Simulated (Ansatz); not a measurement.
C₂H₈FNSi₂

```xyz
14

N    -1.9438   -0.8060   -0.4231
Si   -0.2333   -0.4271   -0.3530
Si    0.5988   -1.5265    1.5603
C     0.2403    1.3925   -0.2852
C     0.9568    1.9776   -1.2606
F     1.3242    3.2706   -1.2383
H    -2.4867   -0.4350   -1.2094
H    -2.4877   -0.7143    0.4396
H     0.4083   -0.9669   -1.6070
H     0.4055   -3.0178    1.4737
H    -0.1289   -1.0344    2.7881
H     2.0661   -1.2420    1.7482
H    -0.0538    2.0296    0.5688
H     1.3212    1.4706   -2.1731
```

Computed with Ansatz, RKS PBE/def2-SVP.

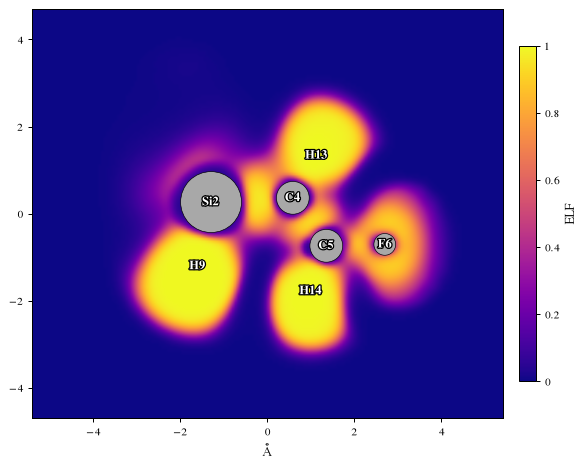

Figure 1. Electron localisation function on the plane of atoms C5, C4 and H13. Grey discs cover the atomic cores.

What does the map show?

Answer.
- Atoms in the plane: Si, C, F and H.
- C–C (1.34 Å): the ELF peaks at about 0.90 between the atoms; a multiple bond.
- C–F (1.34 Å): the ELF peaks at about 0.85 between the atoms; a shared but strongly polarised pair.
- C–Si (1.88 Å): the ELF peaks at about 0.95 between the atoms: a covalent bond.
- C–H (1.11 Å): the ELF climbs to about 1 towards the hydrogen, as it does in any bond to H: a covalent bond by its length.
- The ELF also peaks beside F6, away from the bonds: lone-pair regions.

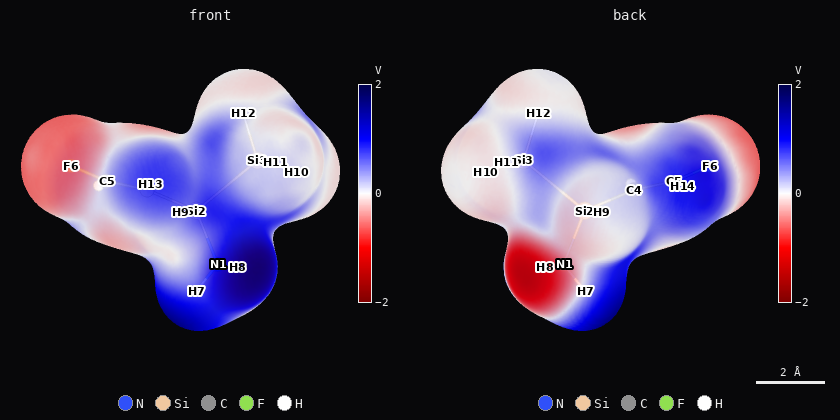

Figure 2. The molecular electrostatic potential painted on the density surface at 0.002 e/bohr³, seen from the front and from behind; red is negative and blue positive.

Which sites attract a positive test charge, and which a negative one?

Answer. A positive charge is drawn to the negative regions and a negative charge to the positive ones. The most negative region (about −1.3 V) lies over N1, the most positive (about +1.6 V) over H7 and H8. N1 is the likeliest acceptor of a hydrogen bond.

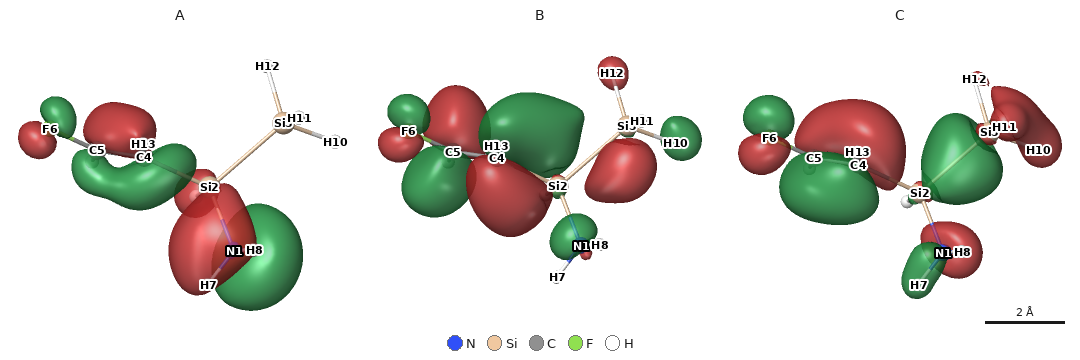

Figure 3. Three frontier orbitals at ±0.08 Å⁻³ᐟ² (green and red are the two phases), in no order.

Order the three orbitals by energy and name them.

Answer. C is the HOMO−1 (−6.29 eV). By Hirshfeld shares it lies mainly on C4 (about 30 %), C5 (about 20 %), Si3 (about 15 %), Si2 (about 10 %) and F6 (about 10 %). A is the HOMO (−5.85 eV). Its weight (Hirshfeld) is mainly on N1 (about 60 %) and C4 (about 10 %). B is the LUMO (−1.32 eV). Its weight (Hirshfeld) is mainly on C5 (about 30 %), C4 (about 20 %), Si2 (about 15 %), Si3 (about 10 %) and F6 (about 10 %).

What is the HOMO–LUMO gap?

Answer. 4.53 eV between the orbital energies.
